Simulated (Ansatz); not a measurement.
## Energy over volume and axial ratio for CdSe (wurtzite)

CdSe (wurtzite)

Space group P6₃mc (No. 186); a = b = 4.3829 Å, c = 7.1547 Å, α = β = 90.00°, γ = 120.00°

```tsv
atom	site	symmetry	x	y	z
Cd	2b	3m.	0.6667	0.3333	0.0005
Se	2b	3m.	0.3333	0.6667	0.1247
```

Two coordinates are scanned: the volume, and the ratio of the stretch along z (the conventional c axis) to the stretch across it. Atoms keep their fractional coordinates.

Method: PBE (plane waves to 420 eV, PAW, scalar-relativistic; Ansatz, a first-principles code). k mesh 9×9×5 (Γ-centred), Fermi-Dirac smearing 0.05 eV. The energy includes the smearing's −TS. As the atoms are clamped, bonds stretch with the cell, which overstates energies and stresses. CdSe was relaxed with its symmetry unable to fall. The PAW data are Ansatz's earlier set. ΔE is measured from the relaxed starting cell.

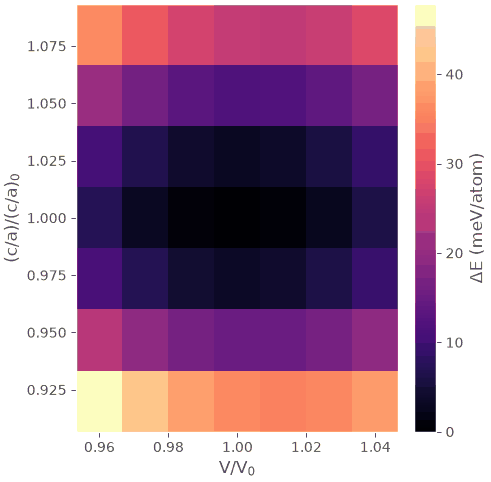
Fig. 1. ΔE (meV/atom) over the 7×7 grid of computed points.

The modulus against c/a change at fixed volume, (3/4V)·∂²E/∂(ln c/a)² (fit, atoms clamped) is 38 GPa, an upper bound as the atoms could relax. Highest place on the grid: V/V₀ = 0.960, (c/a)/(c/a)₀ = 0.920 (47.9 meV/atom). Lowest place on the grid: V/V₀ = 1.000, (c/a)/(c/a)₀ = 1.000 (0.0 meV/atom).

Near the relaxed cell σzz − σxx = −2Cδ (compression positive), C being this modulus and δ the logarithm of the ratio.

(A scan under strain: stresses follow from slopes of the energy per volume, elastic moduli from its curvatures.)
